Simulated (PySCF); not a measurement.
**C₂H₄Cl₂, SMILES `CC(Cl)Cl`: what the electrons do**

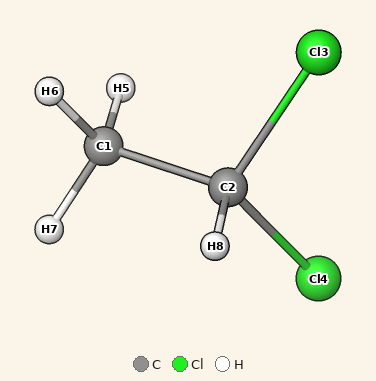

The molecule, with its atoms numbered as below. No frequency check shows the geometry to be a minimum.

Coordinates in Å:

```
C1      -0.0004   -1.7302    0.1483
C2       0.0001   -0.3400   -0.4429
Cl3      1.4514    0.5581    0.0716
Cl4     -1.4512    0.5585    0.0714
H5      -0.0017   -1.6811    1.2345
H6       0.8863   -2.2674   -0.1815
H7      -0.8868   -2.2671   -0.1816
H8       0.0006   -0.3461   -1.5344
```

Part 1: Excited states

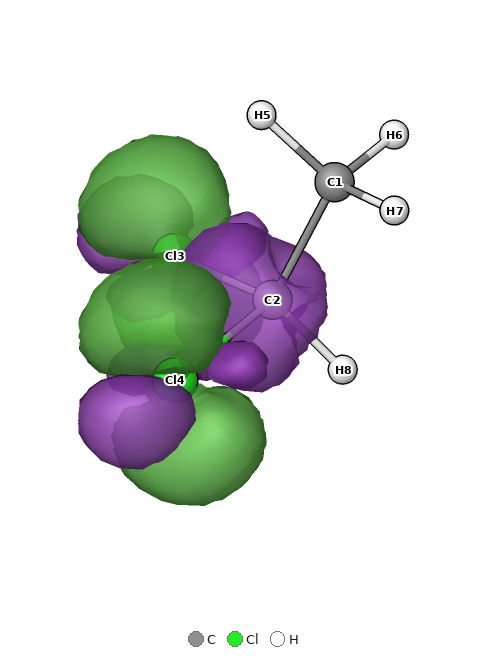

Unrelaxed difference density of S₃ less the ground state (TDA singlet states), ±0.03 e/Å³; purple: gain, green: loss.

Computed with PySCF, PBE0/def2-SVPD, geometry: GFN2-xTB.

> How does the charge move on excitation?

0.70 e is displaced in all, of which about 0.3 e passes between atoms: Cl3 and Cl4 (0.14 e each) lose electrons and C2 (0.23 e) gains them. The state: 7.44 eV (167 nm), f = 0.001 (very weak), partly diffuse acceptor orbital; the leading pair carries 84 %; hole on Cl3 and Cl4 (45 % each), electron on Cl3 and Cl4 (31 % each) and C2 (27 %) (atom shares of so diffuse an orbital are rough) (shares are of the whole state, not of the leading pair alone); their centroids lie 0.2 Å apart.

Part 2: Removing or adding an electron

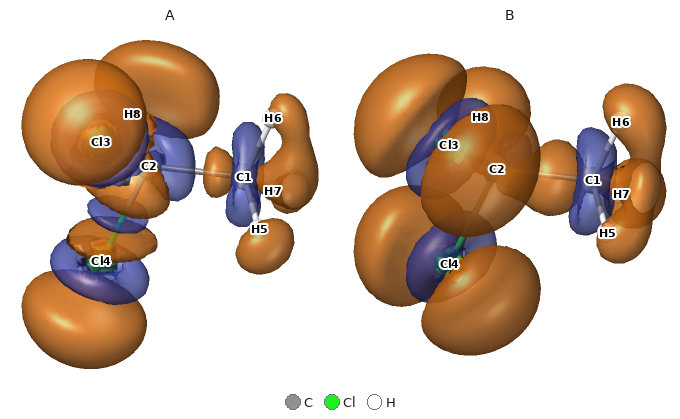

The two Fukui functions at ±0.015 e/Å³ (orange positive, blue negative).

PySCF calculation, LDA (SVWN)/6-311G**, gas phase; geometry: GFN2-xTB.

> Which panel is f⁻ (electron removed) and which f⁺ (electron added)?

A is f⁺, B is f⁻. f⁻ (Hirshfeld-condensed) is largest on Cl3 and Cl4 (0.35 each); the vertical ionisation energy is 10.71 eV. f⁺ (Hirshfeld-condensed) is largest on Cl3 and Cl4 (0.28 each); the vertical electron affinity is −1.55 eV (the stability of the anion's solution wasn't checked; negative, but this basis has no diffuse functions, so it doesn't show that the anion is unbound).

> What chemical potential and hardness follow from the two energies?

μ = −(I + A)/2 = −4.58 eV and η = I − A = 12.26 eV.

Part 3: Localised orbitals

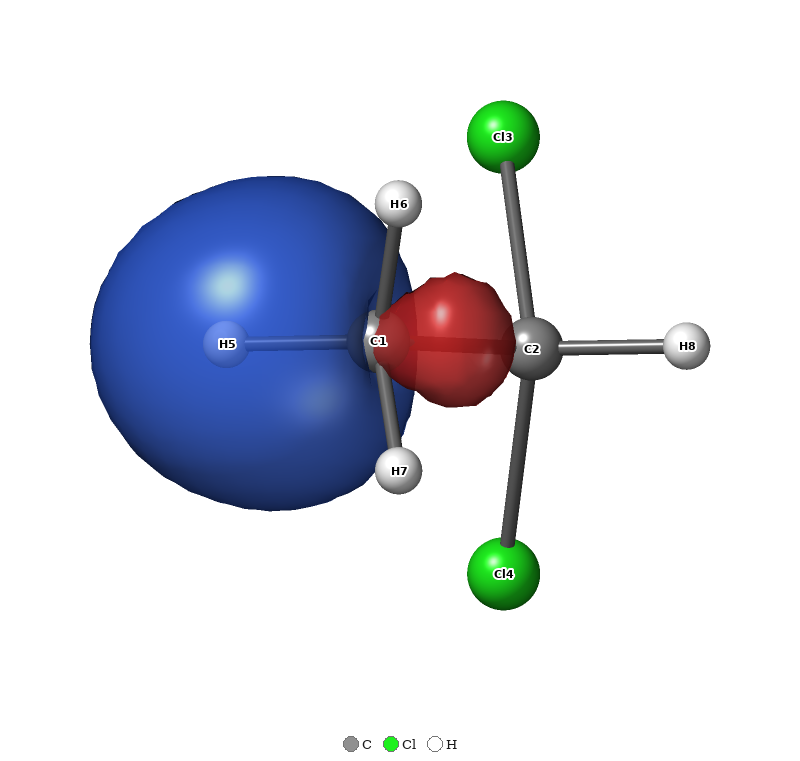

Intrinsic bond orbitals (IBO), occupied; each surface holds about 85 % of the orbital's density. Energies are diagonal elements of the Fock matrix.

PySCF calculation, B3LYP/cc-pVTZ, gas phase; geometry: GFN2-xTB.

> What does this orbital represent?

σ bond C1–H5 (C1 58 %, H5 41 %; −13.7 eV).

Part 4: Stretching a bond

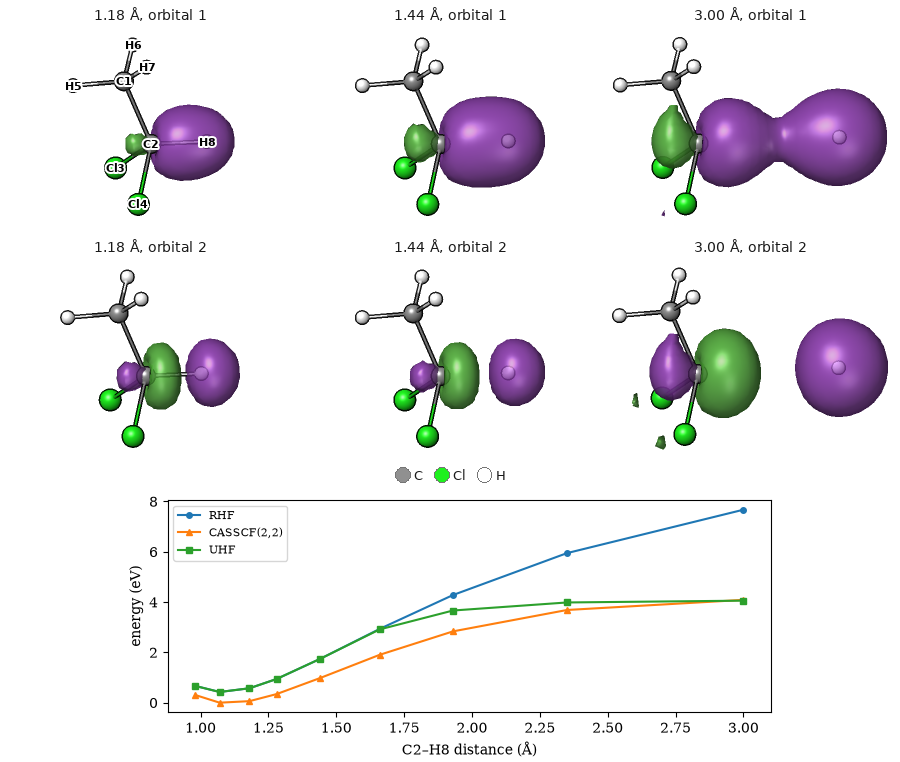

Rigid stretch of the C2–H8 bond. The two CASSCF(2,2) natural orbitals nearest half filling (orbital 1 the more occupied). Below: energies along the scan, from the lowest point of the three curves.

PySCF calculation, cc-pVDZ basis, gas phase; geometry: GFN2-xTB.

> How do the occupations change along the stretch?

1.18 Å: 1.98 and 0.02; 1.44 Å: 1.95 and 0.05; 3.00 Å: 1.25 and 0.75. At the longest distance computed (3.00 Å) they are 1.25 and 0.75, and the effective number of unpaired electrons is 1.8.

> Where does the UHF solution part from RHF?

Between 1.44 Å (⟨S²⟩ = 0, the two coincide) and 1.66 Å (⟨S²⟩ = 0.14); at 3.00 Å ⟨S²⟩ is 1.00 and UHF lies 3.6 eV below RHF.

> How much energy does the stretch cost?

By CASSCF, 4.1 eV from the lowest point of the scan (1.07 Å) to 3.00 Å; RHF gives 7.2 eV from its own lowest point. The fragments aren't relaxed and dynamic correlation is missing, so this isn't a bond dissociation energy.
